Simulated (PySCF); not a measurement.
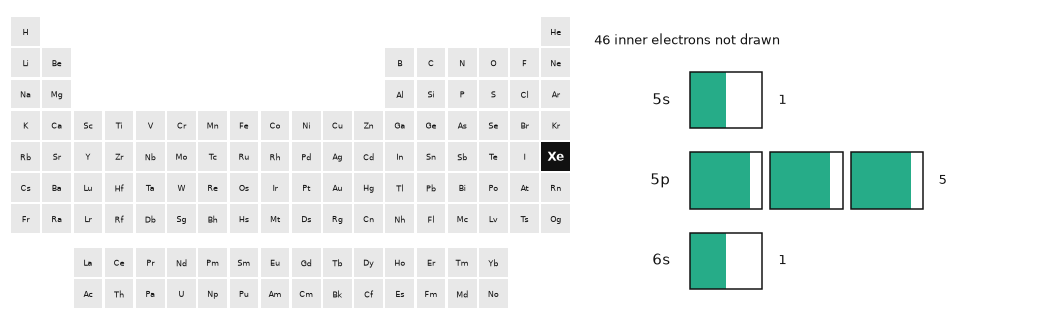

Left, the place of xenon in the periodic table; right, the outer shells of the nominal configuration: a box for each of the 2l + 1 orbitals, shaded by the share of the shell that is filled, with the electron count at the right.

# Xe⁺: atomic calculation

System: Xe⁺, configuration 1s2 2s2 2p6 3s2 3p6 3d10 4s2 4p6 4d10 5s1 5p5 6s1, multiplicity 4.
Method: unrestricted r2SCAN0, aug-cc-pwCVDZ-PP with ECP28, scalar-relativistic core potential (PySCF).

### The input
```python
from pyscf import gto, scf, dft, mp, cc
mol = gto.M(atom="Xe 0 0 0", charge=1, spin=3, symmetry="D2h",
            basis="aug-cc-pwCVDZ-PP",
            ecp="aug-cc-pwCVDZ-PP")
mf = dft.UKS(mol, xc="HYB_MGGA_XC_R2SCAN0")
mf.irrep_nelec = {'Ag': (5, 3), 'B1g': (1, 1), 'B2g': (1, 1), 'B3g': (1, 1), 'B1u': (2, 2), 'B2u': (2, 2), 'B3u': (2, 1)}
mf.kernel()
```

The script is an equivalent of what the driver set up; the driver started from orbitals of its own, so the log can be shorter than this script's would be, and it computed the properties (radii, ⟨L²⟩, response) afterwards. It held the occupations shell by shell, which the script's counts by irreducible representation don't always enforce.

### Output (extracts)
```
damping factor = 0
level_shift factor = 0
DIIS = <class 'pyscf.scf.diis.CDIIS'>
diis_start_cycle = 1
diis_space = 10
diis_damp = 0
SCF conv_tol = 1e-09
SCF conv_tol_grad = None
number electrons alpha = 14  beta = 11
XC functionals = HYB_MGGA_XC_R2SCAN0
    M. Bursch, H. Neugebauer, S. Ehlert, and S. Grimme.,  J. Chem. Phys. 156, 134105 (2022)
cycle= 1 E= -328.082026518283  delta_E= -0.00549  |g|= 0.0149  |ddm|= 0.709
cycle= 2 E= -328.082802199027  delta_E= -0.000776  |g|= 0.0102  |ddm|= 0.141
cycle= 3 E= -328.083381230151  delta_E= -0.000579  |g|= 0.00754  |ddm|= 0.101
cycle= 4 E= -328.083969950003  delta_E= -0.000589  |g|= 0.00775  |ddm|= 0.0971
cycle= 5 E= -328.082633345335  delta_E= 0.00134  |g|= 0.00724  |ddm|= 0.22
cycle= 6 E= -328.076655921088  delta_E= 0.00598  |g|= 0.0474  |ddm|= 1.05
cycle= 7 E= -328.07754436253  delta_E= -0.000888  |g|= 0.0397  |ddm|= 0.128
cycle= 8 E= -328.077366178241  delta_E= 0.000178  |g|= 0.0417  |ddm|= 0.026
cycle= 9 E= -328.077364358055  delta_E= 1.82e-06  |g|= 0.0408  |ddm|= 0.0178
cycle= 10 E= -328.077294185833  delta_E= 7.02e-05  |g|= 0.0385  |ddm|= 0.0557
[... 40 cycles left out ...]
SCF not converged.
SCF energy = -328.076701505532 after 50 cycles  <S^2> = 3.7510559  2S+1 = 4.0005279

damping factor = 0
level_shift factor = 0.3
DIIS = <class 'pyscf.scf.diis.CDIIS'>
diis_start_cycle = 1
diis_space = 10
diis_damp = 0
SCF conv_tol = 1e-09
SCF conv_tol_grad = None
number electrons alpha = 14  beta = 11
XC functionals = HYB_MGGA_XC_R2SCAN0
    M. Bursch, H. Neugebauer, S. Ehlert, and S. Grimme.,  J. Chem. Phys. 156, 134105 (2022)
[... 46 cycles left out ...]
cycle= 47 E= -328.082531215918  delta_E= -0.000444  |g|= 0.0195  |ddm|= 0.15
cycle= 48 E= -328.081154015503  delta_E= 0.00138  |g|= 0.0207  |ddm|= 0.336
cycle= 49 E= -328.080525726612  delta_E= 0.000628  |g|= 0.0172  |ddm|= 0.15
cycle= 50 E= -328.079942579401  delta_E= 0.000583  |g|= 0.0162  |ddm|= 0.143
cycle= 51 E= -328.079510943342  delta_E= 0.000432  |g|= 0.0155  |ddm|= 0.119
cycle= 52 E= -328.07960556753  delta_E= -9.46e-05  |g|= 0.0128  |ddm|= 0.0768
cycle= 53 E= -328.07948946334  delta_E= 0.000116  |g|= 0.0152  |ddm|= 0.0408
cycle= 54 E= -328.079760571172  delta_E= -0.000271  |g|= 0.00782  |ddm|= 0.0933
cycle= 55 E= -328.079316959603  delta_E= 0.000444  |g|= 0.0131  |ddm|= 0.129
cycle= 56 E= -328.078863444393  delta_E= 0.000454  |g|= 0.014
```

### What the run reported

```
                                                quantity                      value
                                                 outcome              not converged
total energy (valence electrons, under a core potential)        −328.080747 hartree
                                                    ⟨S²⟩                      3.752
                                                    ⟨L²⟩                       2.04
                                          SCF iterations                        170
                                                hardware  1 CPU thread, shared host
                                                CPU time     31 s (integrals apart)
```

### What went wrong

The run did not meet its convergence test in 170 iterations, so its last values are not results. This is not the ground configuration of the species.
